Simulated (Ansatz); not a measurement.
# One shape, several levels: InH2F (SMILES [H][In]([H])[F])

We compute a comparison of 6 runs (BHLYP/STO-3G, UPBE/STO-3G, UPBE0/STO-3G, BCCD(T)/STO-3G, CCSDT(Q)/STO-3G, FCI/STO-3G) of InH2F. 

The calculation is run with Ansatz 0.2.0.

58 further runs of the same task are left out: 2 that didn't finish, 56 set aside as unsound or not needed.

### Step 1. The system as given

InH2F: 4 atoms, total charge 0, spin state singlet. As SMILES, `[H][In]([H])[F]`. The H3–In1 distance was set to 2.537 Å, away from the relaxed value. At this shape a bond of the SMILES string is far longer than usual.

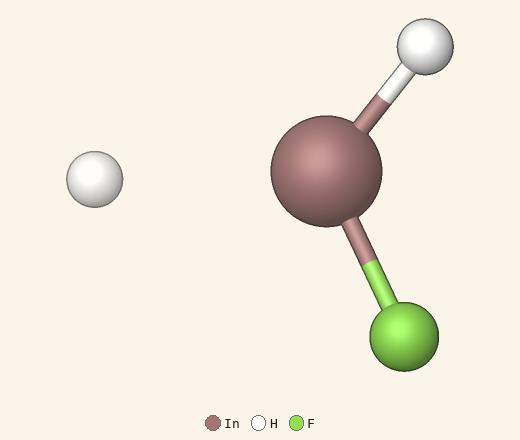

The structure, seen from a chosen angle (indium brown, hydrogen white, fluorine green).

### Step 2. A single-point energy at BHLYP/STO-3G (run 1)

Contents of in.yaml:

```yaml
crystal:
  periodic: [false, false, false]
  atoms:
    - {symbol: In, position_ang: [0.549491, -0.578676, 0.009145]}
    - {symbol: H, position_ang: [2.231511, -0.769776, 0.022915]}
    - {symbol: H, position_ang: [-0.891440, 1.509340, -0.018860]}
    - {symbol: F, position_ang: [-0.448629, -2.248916, 0.014795]}
basis:
  gaussian:
    orbitals: STO-3G
hamiltonian:
  xc: {name: BHLYP}
accuracy: high
magnetization:
  spin_polarized: false
  initial_magnetization: 0
```

Started as:

```bash
$ ansatz run in.yaml --threads 1 --pin off --max-ram 2610MiB --events-out events.jsonl --progress --plain --runs-dir runs
```

Log:

```text
Warning: RAYON_NUM_THREADS=1 ignored (pool sized by the plan → 1); use --threads N
Functional definition: BHLYP
  name "BHLYP"
  parameter a = 0.5
  exchange = (1 - a)*b88_x + a*exact_x
  correlation = lyp_c
618 factors; integrals over basis functions are off by at most 4.9e-9 eV
mean field evaluation 1: about -157400.8343 eV, gradient 2.0e1 eV
mean field evaluation 2: about -157398.7139 eV, gradient 3.7e1 eV
mean field evaluation 4: about -157403.4553 eV, gradient 1.3e0 eV
mean field evaluation 8: about -157403.4309 eV, gradient 1.7e-2 eV
mean field evaluation 16: about -157403.4309 eV, gradient 1.4e-7 eV
mean field -157403.43089832 eV, -5784.4693936358 hartree, gradient 3.1e-8 eV, S^2 0.000000; 0 other end points of the search recorded, 0 dependent functions left out
reference -157403.43091610 eV, -5784.4693942894 hartree; 30, 30 occupied and 4, 4 virtual orbitals, 618 factors
Total energy: -157403.43091610 eV, -5784.4693942894 hartree
```

Run time: 1.6 s. Hardware: 1 thread of Arm Neoverse V2, shared host; peak memory 0.11 GiB.

### Step 3. The energy at UPBE/STO-3G (run 2)

Contents of input.yaml:

```yaml
crystal:
  periodic: [false, false, false]
  atoms:
    - {symbol: In, position_ang: [0.549491, -0.578676, 0.009145]}
    - {symbol: H, position_ang: [2.231511, -0.769776, 0.022915]}
    - {symbol: H, position_ang: [-0.891440, 1.509340, -0.018860]}
    - {symbol: F, position_ang: [-0.448629, -2.248916, 0.014795]}
basis:
  gaussian:
    orbitals: STO-3G
accuracy: high
hamiltonian:
  xc: {name: PBE}
magnetization:
  spin_polarized: true
```

Started as:

```bash
$ ansatz run input.yaml --threads 1 --pin off --max-ram 2610MiB --events-out events.jsonl --progress --plain --runs-dir runs
```

Log:

```text
Warning: RAYON_NUM_THREADS=1 ignored (pool sized by the plan → 1); use --threads N
Functional definition: PBE
  name "PBE"
  parameter kappa = 0.804
  parameter beta = 0.06672455060314922
  exchange = pbe_x(kappa = kappa, mu = beta*pi^2/3)
  correlation = pbe_c(beta = beta)
618 factors; integrals over basis functions are off by at most 4.9e-9 eV
mean field evaluation 1: about -157373.3303 eV, gradient 2.8e1 eV
mean field evaluation 2: about -157333.7483 eV, gradient 7.6e1 eV
mean field evaluation 4: about -157376.4659 eV, gradient 2.2e1 eV
mean field evaluation 8: about -157380.9924 eV, gradient 1.2e-1 eV
mean field evaluation 16: about -157380.9052 eV, gradient 2.9e-5 eV
mean field -157380.90519790 eV, -5783.6415894137 hartree, gradient 9.1e-9 eV, S^2 0.000000; 1 other end points of the search recorded, 0 dependent functions left out
reference -157380.90519966 eV, -5783.6415894787 hartree; 30, 30 occupied and 4, 4 virtual orbitals, 618 factors
Total energy: -157380.90519966 eV, -5783.6415894787 hartree
```

It took 2.5 s on 1 thread of Arm Neoverse V2, shared host; peak memory 0.13 GiB.

### Step 4. The energy at UPBE0/STO-3G (run 3)

Contents of molecule.yaml:

```yaml
crystal:
  periodic: [false, false, false]
  atoms:
    - {symbol: In, position_ang: [0.549491, -0.578676, 0.009145]}
    - {symbol: H, position_ang: [2.231511, -0.769776, 0.022915]}
    - {symbol: H, position_ang: [-0.891440, 1.509340, -0.018860]}
    - {symbol: F, position_ang: [-0.448629, -2.248916, 0.014795]}
basis:
  gaussian:
    orbitals: STO-3G
magnetization:
  spin_polarized: true
hamiltonian:
  xc: {name: PBE0}
accuracy: high
```

Started as:

```bash
$ ansatz run molecule.yaml --threads 1 --pin off --max-ram 2610MiB --events-out events.jsonl --progress --plain --runs-dir runs
```

Log:

```text
Warning: RAYON_NUM_THREADS=1 ignored (pool sized by the plan → 1); use --threads N
Functional definition: PBE0
  name "PBE0"
  parameter a = 0.25
[... 2 set-up lines as earlier in the session ...]
  exchange = (1 - a)*pbe_x(kappa = kappa, mu = beta*pi^2/3) + a*exact_x
[... 1 set-up line as earlier in the session ...]
618 factors; integrals over basis functions are off by at most 4.9e-9 eV
mean field evaluation 1: about -157387.0940 eV, gradient 1.5e1 eV
mean field evaluation 2: about -157373.8627 eV, gradient 5.0e1 eV
mean field evaluation 4: about -157389.7844 eV, gradient 3.2e0 eV
mean field evaluation 8: about -157389.8260 eV, gradient 4.3e-2 eV
mean field evaluation 16: about -157389.8260 eV, gradient 1.1e-6 eV
mean field -157389.82604618 eV, -5783.9694245412 hartree, gradient 1.0e-8 eV, S^2 0.000000; 1 other end points of the search recorded, 0 dependent functions left out
reference -157389.82604750 eV, -5783.9694245900 hartree; 30, 30 occupied and 4, 4 virtual orbitals, 618 factors
Total energy: -157389.82604750 eV, -5783.9694245900 hartree
```

It took 2.7 s on 1 thread of Arm Neoverse V2, shared host; peak memory 0.16 GiB.

Runs 4 to 5 aren't shown in full; the table further down has their settings and results.

### Step 5. A single-point energy at FCI/STO-3G (run 6)

Edit input.yaml of step 3 so:

```diff
@@ -8,8 +8,4 @@
 basis:
-  gaussian:
-    orbitals: STO-3G
+  gaussian: {orbitals: STO-3G}
+correlation: {method: fci, frozen_orbitals: {F: 1, H: 0, In: 18}}
 accuracy: high
-hamiltonian:
-  xc: {name: PBE}
-magnetization:
-  spin_polarized: true
```

Started as:

```bash
$ ansatz run input.yaml --threads 1 --pin off --max-ram 2610MiB --events-out events.jsonl --progress --plain --runs-dir runs
```

Log:

```text
Warning: RAYON_NUM_THREADS=1 ignored (pool sized by the plan → 1); use --threads N
Functional definition: HF
  name "HF"
  exchange = exact_x
  correlation = 0
618 factors; integrals over basis functions are off by at most 4.9e-9 eV
mean field evaluation 1: about -157331.6106 eV, gradient 1.9e1 eV
mean field evaluation 2: about -157331.6276 eV, gradient 1.9e1 eV
mean field evaluation 4: about -157334.2686 eV, gradient 1.6e0 eV
mean field evaluation 8: about -157334.2921 eV, gradient 8.5e-4 eV
mean field -157334.29213067 eV, -5781.9285907887 hartree, gradient 1.6e-8 eV, S^2 0.000000; 0 other end points of the search recorded, 0 dependent functions left out; unrestricted orbitals would lower it
mean field evaluation 16: about -157334.7319 eV, gradient 5.0e-1 eV
19 core orbitals not correlated: weight in the atoms' cores, before any rotation towards them, 1.000 or more for the frozen orbitals, at most 0.000 for the correlated occupied ones
reference -157334.29213067 eV, -5781.9285907887 hartree; 11, 11 occupied and 4, 4 virtual orbitals, 618 factors
state -157337.30857856 eV, -5782.0394432038 hartree
Total energy: -157337.30857856 eV, -5782.0394432038 hartree
```

Run time: 6.9 s. Hardware: 1 thread of Arm Neoverse V2, shared host; peak memory 0.21 GiB.

### Step 6. The series

| run | level | frozen core orbitals | energy (Eh) | wall time |
| --- | --- | --- | --- | --- |
| 1 | BHLYP/STO-3G | – | -5784.469394 | 1.6 s |
| 2 | UPBE/STO-3G | – | -5783.641589 | 2.5 s |
| 3 | UPBE0/STO-3G | – | -5783.969425 | 2.7 s |
| 4 | BCCD(T)/STO-3G | 19 | -5782.037604 | 0.54 s |
| 5 | CCSDT(Q)/STO-3G | 19 | -5782.039974 | 0.76 s |
| 6 | FCI/STO-3G | 19 | -5782.039443 | 6.9 s |

### Step 7. Summary of results

| quantity | value |
| --- | --- |
| run 6: total energy | -5782.03944 Eh |
| run 6: correlation energy (19 core orbitals frozen) | -110.9 mEh |

Against full CI in this basis: BCCD(T) +1.8 mEh; CCSDT(Q) -0.5 mEh. Totals of different functionals can't be ranked against each other. In runs 4, 5 the log says that unrestricted orbitals would lower the reference, so the values rest on an unstable closed-shell determinant (other closed-shell runs at this shape may share the fault). In runs 1, 2, 3, 4, 5, 6 the basis is minimal, so the values are rough. In runs 1, 2, 3, 4, 5, 6 relativity is left out where basis or elements ask for it. All runs together took 15 s, the longest 6.9 s.
